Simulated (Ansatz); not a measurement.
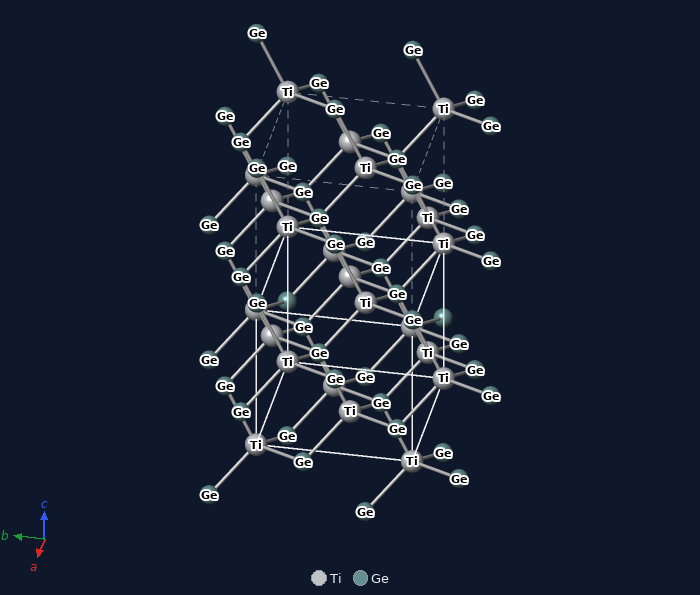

The compound is TiGe (space group F-43m, No. 216), taken as the end point of a relaxation with Ansatz, DFT HSE06, scalar-relativistic, plane waves, PAW; the starting structure was generated, so it need not be a known form of this composition.

Bonds are taken as Ge–Ti below 2.8 Å. The graph is simplified in the usual way: terminal and isolated atoms are pruned, two-connected atoms become edges.

What kind of net remains, and which atoms are its nodes?

Answer. A uninodal 4-connected, three-periodic net: Ti and Ge are 4-connected nodes.

Which named net is it?

Answer. It is the dia net, known from diamond, zinc blende and cristobalite.

Is the net interpenetrated?

Answer. It is a single net, without interpenetration.

Give the first eight terms of the coordination sequence (nodes one, two, three … edges away).

Answer. Ti and Ge: 4, 12, 24, 42, 64, 92, 124, 162.

The simplified net, drawn on the atoms' positions. Nodes are coloured by element. Edges to nodes outside the piece are drawn as stubs.

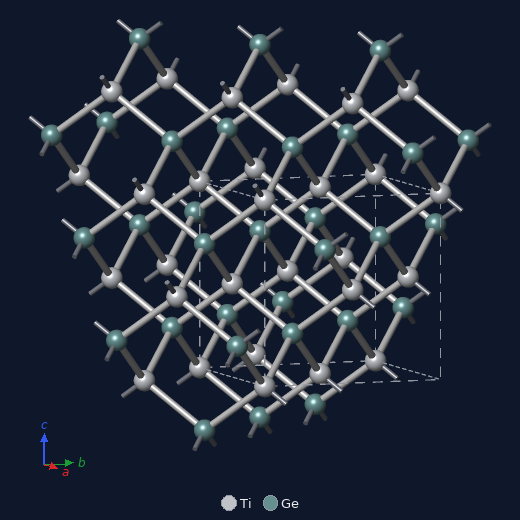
